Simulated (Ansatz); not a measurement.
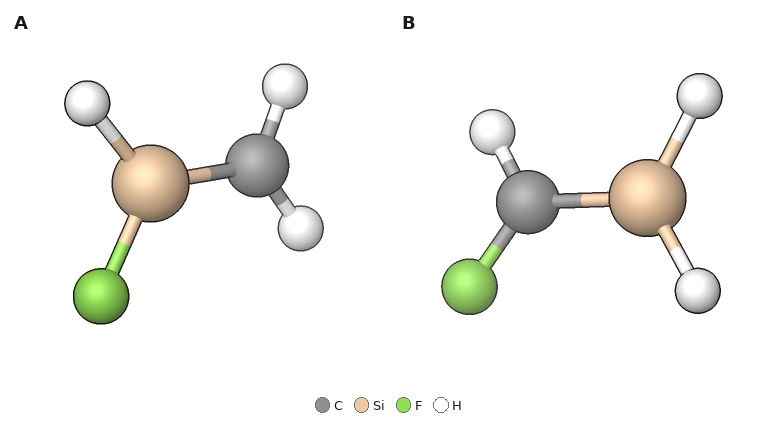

2 stationary structures of one formula. Geometries: PBE-D4/def2-SVP. Electronic energies: PBE-D4/def2-SVP (Ansatz 0.2.0), without zero-point energy. No frequency run is at hand to confirm each as a minimum.

### Which is lowest in energy, and by how much?

A is lowest (Cs); B lies 186.2 kJ/mol above it (Cs).
